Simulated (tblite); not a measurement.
**Run report: C6H16N2Si, geometry relaxation (part 3 of 3)**

Continued. System: C6H16N2Si. Method: GFN2-xTB geometry optimisation, gas phase (tblite 0.8.0). It belongs to a series of runs on one base structure; here: H on C replaced by NMe2.

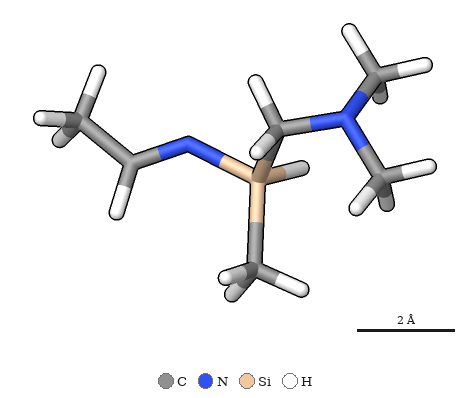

The geometry at step 142 of the log (stick view, seen at a tilt).

## Trajectory as extended XYZ, continued
```
25
Properties=species:S:1:pos:R:3:forces:R:3 step=135 energy=-777.13676
C     4.1502    0.6613    0.1262    0.0030  -0.0010   0.0060
C     2.9251   -0.1639    0.3169    0.0010  -0.0070   0.0110
N     1.7943    0.3523    0.4651    0.0050  -0.0010   0.0030
Si    0.2096   -0.2831    0.6774   -0.0010   0.0000  -0.0120
C     0.0565   -2.1762    0.8614    0.0010   0.0010  -0.0040
C    -0.7132    0.3372   -0.8982   -0.0020  -0.0050  -0.0010
N    -2.1179    0.6790   -0.7740    0.0030   0.0010   0.0040
C    -2.9173   -0.4268   -0.3042    0.0020   0.0030   0.0020
C    -2.3363    1.8666    0.0166    0.0010   0.0030  -0.0010
H     4.6353    0.3909   -0.8106    0.0000   0.0000  -0.0040
H     4.8550    0.4618    0.9326   -0.0010  -0.0030  -0.0020
H     3.8942    1.7164    0.1175    0.0050   0.0090   0.0000
H     3.0973   -1.2503    0.3215   -0.0030   0.0060  -0.0050
H    -0.2111    0.3713    1.9223   -0.0030   0.0020   0.0020
H     0.2732   -2.6854   -0.0749    0.0020  -0.0030   0.0000
H    -0.9325   -2.4901    1.1813    0.0020  -0.0030  -0.0030
H     0.7661   -2.5382    1.6010    0.0010   0.0020  -0.0030
H    -0.6435   -0.4230   -1.6825    0.0050  -0.0040   0.0040
H    -0.1992    1.2230   -1.2763   -0.0040  -0.0090   0.0020
H    -2.7079   -0.6913    0.7443    0.0010   0.0110   0.0030
H    -3.9722   -0.1650   -0.3904   -0.0010   0.0010   0.0000
H    -2.7224   -1.2983   -0.9272   -0.0060   0.0040  -0.0020
H    -1.7402    2.6814   -0.3908   -0.0040  -0.0060  -0.0050
H    -2.0646    1.7325    1.0740   -0.0110   0.0050   0.0050
H    -3.3897    2.1419   -0.0412    0.0040  -0.0070   0.0010
25
Properties=species:S:1:pos:R:3:forces:R:3 step=142 energy=-777.13699
C     4.1507    0.6583    0.1320   -0.0030   0.0000   0.0020
C     2.9235   -0.1644    0.3196   -0.0020   0.0000  -0.0030
N     1.7933    0.3535    0.4666   -0.0010   0.0030   0.0000
Si    0.2086   -0.2843    0.6722    0.0000   0.0060  -0.0030
C     0.0612   -2.1779    0.8541    0.0010   0.0000   0.0000
C    -0.7152    0.3384   -0.9015    0.0010  -0.0010   0.0030
N    -2.1201    0.6783   -0.7744    0.0030   0.0020   0.0030
C    -2.9159   -0.4254   -0.2948   -0.0020   0.0020   0.0020
C    -2.3389    1.8689    0.0114   -0.0030   0.0020  -0.0070
H     4.6340    0.3886   -0.8060    0.0040   0.0020  -0.0020
H     4.8545    0.4541    0.9376    0.0060  -0.0040   0.0020
H     3.8984    1.7143    0.1260    0.0030   0.0040   0.0010
H     3.0923   -1.2510    0.3195    0.0040  -0.0030   0.0000
H    -0.2138    0.3676    1.9182   -0.0050  -0.0010   0.0000
H     0.2818   -2.6882   -0.0806    0.0030   0.0040  -0.0040
H    -0.9268   -2.4957    1.1727   -0.0030  -0.0020  -0.0010
H     0.7709   -2.5355    1.5956    0.0030  -0.0040  -0.0010
H    -0.6433   -0.4192   -1.6884   -0.0050  -0.0030   0.0070
H    -0.2036    1.2265   -1.2769    0.0040  -0.0060  -0.0010
H    -2.7046   -0.6775    0.7562    0.0000  -0.0090   0.0040
H    -3.9716   -0.1676   -0.3822   -0.0050   0.0040  -0.0020
H    -2.7200   -1.3015   -0.9108   -0.0010  -0.0030   0.0040
H    -1.7533    2.6852   -0.4074    0.0020   0.0030  -0.0010
H    -2.0582    1.7442    1.0677    0.0000  -0.0010   0.0000
H    -3.3949    2.1348   -0.0384   -0.0040   0.0040  -0.0020
```

## Key numbers

| quantity | value |
| --- | --- |
| outcome | converged |
| total energy | −777.1370 eV |
| hardware | 1 CPU thread, shared host |
| wall time | 1.5 s |
| peak memory | 0.18 GiB |
